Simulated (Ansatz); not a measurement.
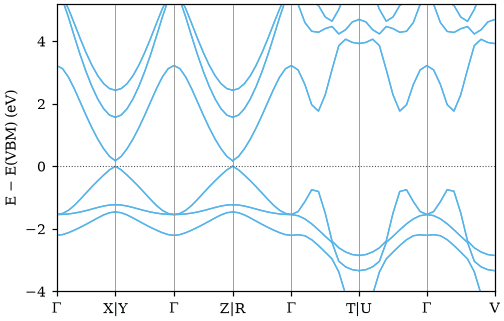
Band structure from DFT-PBE+D3(BJ) with spin–orbit coupling in the program Ansatz with PAW potentials

Problem. Read off the gap and where the band edges lie.

Solution. About 0.2 eV (0.18 eV by a search for the band edges); maximum at X, minimum at R.

The material is PbSe (rock salt, Fm-3m).

Symmetry was held in the PBE+D3(BJ) relaxation; of distortions, only those at the zone centre were tested.

Potentials: the later of the program's two PAW sets.
